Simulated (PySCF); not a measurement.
# C₇H₁₄Si: NMR shielding calculation

- system: C₇H₁₄Si, SMILES C=C[SiH]1CCCCC1
- method: GIAO PBE0/pcSseg-1 NMR shielding, non-relativistic, gas phase (PySCF 2.14.0)

The geometry comes from this level: GFN2-xTB. Figures and captions count atoms from 1; the log counts them from 0 in places.

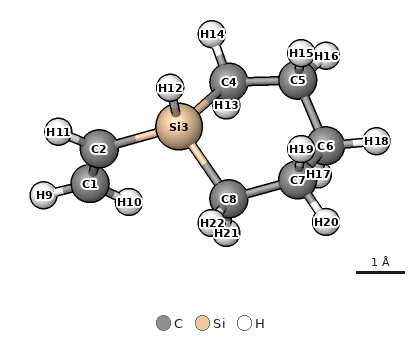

Fig. 1: The input geometry (ball-and-stick view, seen at a tilt; atoms are numbered from 1 in the order of the input). Bond lengths as drawn: C–C 1.32 to 1.53 Å, C–H 1.08 to 1.09 Å, C–Si 1.89 to 1.90 Å and H–Si 1.48 Å.

Input file:
```
{"job": {"kind": "nmr", "xc": "PBE0", "basis": "pcSseg-1"}, "charge": 0, "multiplicity": 1}
C      3.235724    -0.351242     0.057147
C      2.571715     0.715797    -0.357651
Si     0.692364     0.877724    -0.372385
C     -0.059356     0.632803     1.358675
C     -1.566063     0.410428     1.253384
C     -1.925428    -0.779149     0.365744
C     -1.627879    -0.546801    -1.113887
C     -0.131801    -0.487271    -1.411012
H      4.314270    -0.407065     0.050087
H      2.727367    -1.227510     0.427179
H      3.140477     1.563114    -0.717288
H      0.330357     2.206901    -0.900063
H      0.392887    -0.232826     1.846698
H      0.135580     1.489274     2.005250
H     -2.038268     1.309563     0.850202
H     -1.981389     0.242325     2.251886
H     -1.379137    -1.661528     0.708396
H     -2.992741    -0.988495     0.478480
H     -2.097690     0.388396    -1.427750
H     -2.084303    -1.353680    -1.695394
H      0.313890    -1.456697    -1.179735
H      0.019013    -0.324676    -2.478813
```

The first line tells a small driver script what to run in PySCF; the rest is the geometry in Å.

Run on 1 CPU thread, shared host.

Launched with:
```bash
OMP_NUM_THREADS=1 python <driver script> task.json out
```

Log:
```
coarse grid: 17912 points
cycle   1  E = -564.0305173884  dE =  7.332e-01  |g| = 5.159e-01  |ddm| = 4.108e+00
cycle   2  E = -564.0080290426  dE =  2.249e-02  |g| = 6.014e-01  |ddm| = 9.870e-01
cycle   3  E = -564.1024613054  dE = -9.443e-02  |g| = 5.512e-02  |ddm| = 5.778e-01
cycle   4  E = -564.1030750071  dE = -6.137e-04  |g| = 2.362e-02  |ddm| = 7.676e-02
cycle   5  E = -564.1032065824  dE = -1.316e-04  |g| = 7.927e-03  |ddm| = 2.561e-02
cycle   6  E = -564.1032219072  dE = -1.532e-05  |g| = 2.797e-03  |ddm| = 8.979e-03
cycle   7  E = -564.1032239100  dE = -2.003e-06  |g| = 3.631e-04  |ddm| = 2.367e-03
final grid: 165592 points
cycle   8  E = -564.1522867565  dE = -4.769e-05  |g| = 9.127e-03  |ddm| = 3.326e-02
cycle   9  E = -564.1522774101  dE =  9.346e-06  |g| = 1.101e-02  |ddm| = 1.752e-02
cycle  10  E = -564.1523087241  dE = -3.131e-05  |g| = 7.368e-04  |ddm| = 9.919e-03
cycle  11  E = -564.1523088492  dE = -1.251e-07  |g| = 2.276e-04  |ddm| = 9.601e-04
cycle  12  E = -564.1523088626  dE = -1.336e-08  |g| = 4.628e-05  |ddm| = 2.425e-04
cycle  13  E = -564.1523088631  dE = -4.738e-10  |g| = 1.511e-05  |ddm| = 6.434e-05
```

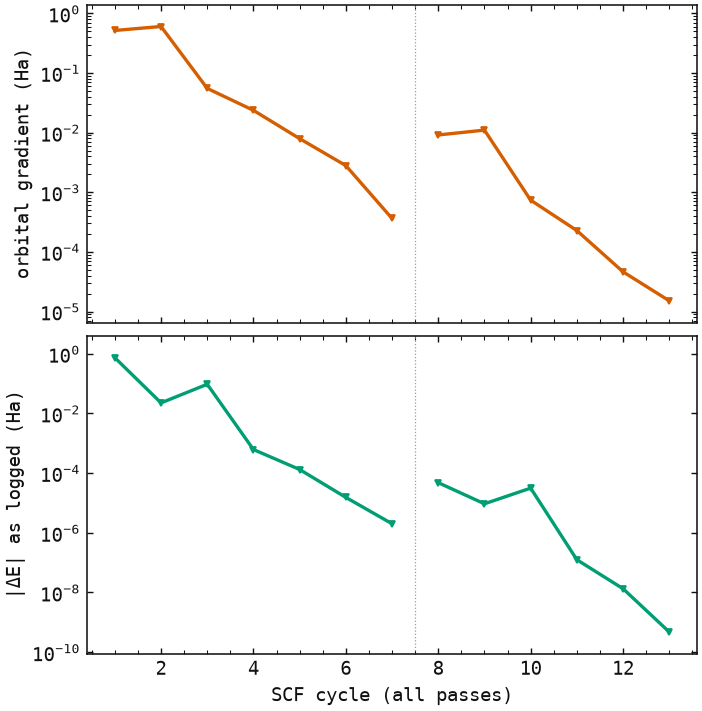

Fig. 2: Convergence of the self-consistent field: orbital gradient and size of the energy change against the SCF cycle. The dotted line marks the change from a coarse to the final integration grid. The first 7 cycles use a coarse grid, the final grid takes over at cycle 8, and the field converges after 13 cycles in all.

```
converged SCF energy = -564.1523088631

GIAO shielding tensors (ppm)
atom      isotropic    diamagn.    paramagn.     s11        s22        s33       span
  0 C       44.785     253.723    -208.938    -83.488     49.667    168.178    251.666
  1 C       43.064     261.787    -218.723    -78.438     29.101    178.530    256.967
  2 Si     381.363     881.876    -500.514    362.850    383.739    397.499     34.650
  3 C      170.746     252.986     -82.240    156.897    169.394    185.949     29.052
  4 C      157.460     247.698     -90.239    148.980    155.861    167.538     18.558
  5 C      153.163     247.813     -94.650    147.099    154.732    157.659     10.560
  6 C      157.483     247.692     -90.209    149.007    155.913    167.529     18.523
  7 C      170.720     252.995     -82.276    156.875    169.319    185.964     29.089
  8 H       25.167      27.219      -2.052     22.345     24.436     28.720      6.376
  9 H       25.667      33.501      -7.834     21.679     24.649     30.672      8.993
 10 H       25.064      29.366      -4.302     23.194     24.567     27.432      4.238
 11 H       27.325      30.485      -3.160     24.216     25.234     32.524      8.308
 12 H       31.064      33.296      -2.233     27.444     29.425     36.322      8.878
 13 H       30.627      31.202      -0.575     25.809     28.447     37.626     11.816
 14 H       30.414      31.127      -0.712     27.033     28.522     35.687      8.654
 15 H       29.539      29.888      -0.348     23.846     27.983     36.788     12.942
 16 H       30.649      31.838      -1.189     27.795     28.750     35.401      7.606
 17 H       29.879      29.550       0.329     24.674     28.151     36.813     12.139
 18 H       30.417      31.128      -0.711     27.037     28.523     35.690      8.653
 19 H       29.543      29.891      -0.348     23.850     27.985     36.795     12.945
 20 H       31.068      33.306      -2.238     27.451     29.430     36.322      8.871
 21 H       30.629      31.211      -0.581     25.811     28.455     37.622     11.811
```

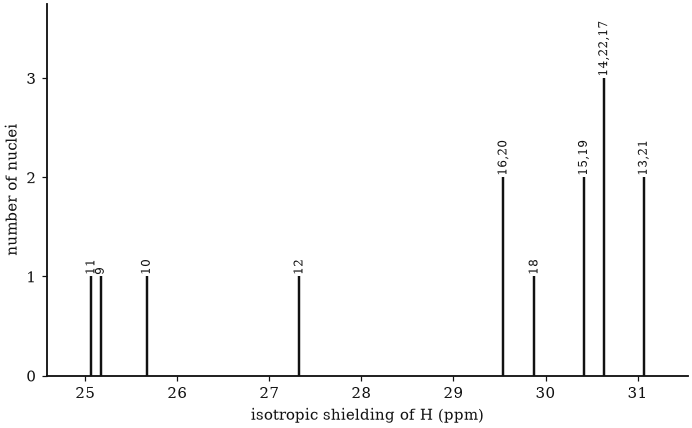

Fig. 3: Isotropic shieldings of the hydrogen nuclei in this fixed geometry, labelled by atom number; shielding grows to the right, so chemical shift grows to the left. The least shielded is H11 (25.1 ppm), the most shielded H21 (31.1 ppm).

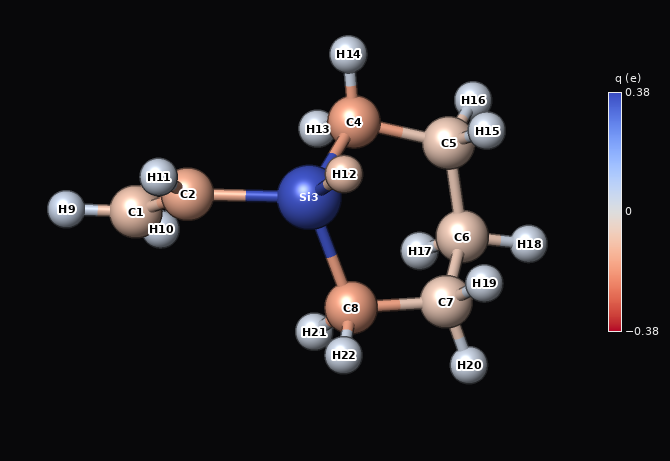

Fig. 4: Hirshfeld charges, as the colour of each atom (ball-and-stick view, seen at a tilt; atoms are numbered from 1 in the order of the input). By element: C −0.16 to −0.07, Si +0.36 and H −0.09 to +0.05 e.

Results in brief:

- outcome: converged
- total energy: −564.152309 hartree
- HOMO: −7.34 eV
- LUMO: −0.34 eV
- dipole moment: 0.49 D
- isotropic shielding, C: 43.1 to 170.7 ppm
- isotropic shielding, Si: 381.4 ppm
- isotropic shielding, H: 25.1 to 31.1 ppm
- wall time: 95 s
- peak memory: 0.97 GiB
